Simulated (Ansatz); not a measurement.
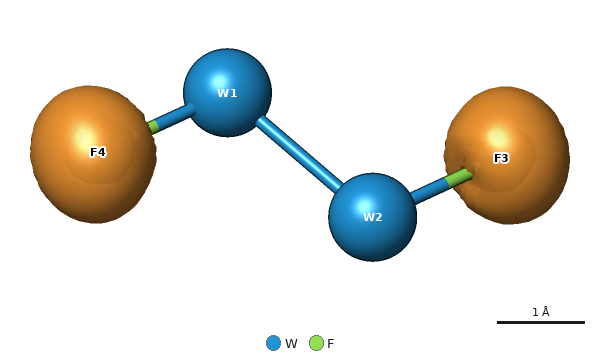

Figure 1: F2W2 (charge +1, quartet). Isosurface of the ELF at 0.75 (orange), seen at a tilt. Core shells and regions of very low density are left out.

Geometry: r2SCAN-D4/def2-TZVP; core potentials replace the inner electrons of W.

Theory: UKS PBE0-D4/def2-TZVP (Ansatz).

```xyz
4

W    -1.0948    0.0509    0.3102
W     1.0950   -0.0509   -0.3105
F     2.0152    0.4582    1.1900
F    -2.0154   -0.4582   -1.1898
```

### Identify the bonds, lone pairs and shells in this picture.

The surface consists of two regions wrapped around F (the valence shell of each). Profiles from the grid: W–F (1.83 Å): the ELF peaks at about 0.80 in the valence shell of F, 0.5 Å from its nucleus, and drops to about 0.25 between the two atoms. W–W (2.28 Å): the ELF is about 0.35 at the midpoint.
